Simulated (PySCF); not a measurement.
**Single-point calculation, with input and output: CuCl (charge +1)**

The run: single-point calculation of CuCl, charge +1, multiplicity 2. Method and program: RPA (B3LYP)/cc-pVDZ, UKS (PySCF 2.14.0).

The geometry is that of the parent species in another charge or spin state. The geometry comes from this level: PBE0-D4/def2-TZVP.

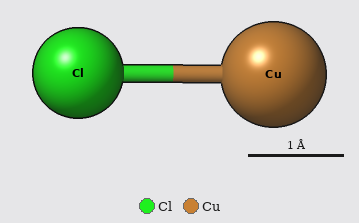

Fig. 1: The structure (ball-and-stick view, seen on its broad side). Sticks mark near contacts. Bond lengths as drawn: Cl–Cu 2.08 Å.

Key numbers:

```csv
quantity,value
outcome,converged
total energy,−2099.064332 hartree
SCF energy,−2100.496582 hartree
correlation energy,−0.913046 hartree
basis functions,61
⟨S²⟩,0.754
hardware,"1 thread of Arm Neoverse V1, 24 GiB of memory available, shared host"
wall time,16 s
peak memory,0.27 GiB
```

The record of the run, not the program, notes: dipole of an ion depends on the origin.

Input (run.py):
```python
from pyscf import gto, dft
from pyscf.gw.urpa import URPA

mol = gto.M(
    atom='geometry.xyz',
    verbose=3,
    max_memory=1860,
    charge=1,
    spin=1,
    basis='cc-pvdz',
)

mf = dft.UKS(mol)
mf.xc = 'b3lyp'
mf.grids.level = 4
mf.conv_tol = 1e-05
mf.kernel()

rpa = URPA(mf, frozen=10)
rpa.kernel()
e_exx = mf.to_hf().energy_tot(mf.make_rdm1())
e_final = e_exx + rpa.e_corr
print(f'total energy: {e_final:.8f} hartree')
```

File geometry.xyz:
```
2

Cl     0.898300    -0.345200     0.446400
Cu    -0.868800     0.285000    -0.442400
```

Launch command:
```bash
OMP_NUM_THREADS=1 python run.py
```

Output:
```
WARN: HOMO -0.0952000477949653 >= LUMO -0.0952000477949665

WARN: HOMO -0.689714956692522 >= LUMO -0.689714542671149

converged SCF energy = -2100.49658180647  <S^2> = 0.75421437  2S+1 = 2.0042099

WARN: Even tempered Gaussians are generated as DF auxbasis for  Cu

E(URPA) = -2099.06994462382  E_corr = -0.913045916583552  E_hf = -2098.15689870724
total energy: -2099.06433217 hartree
```
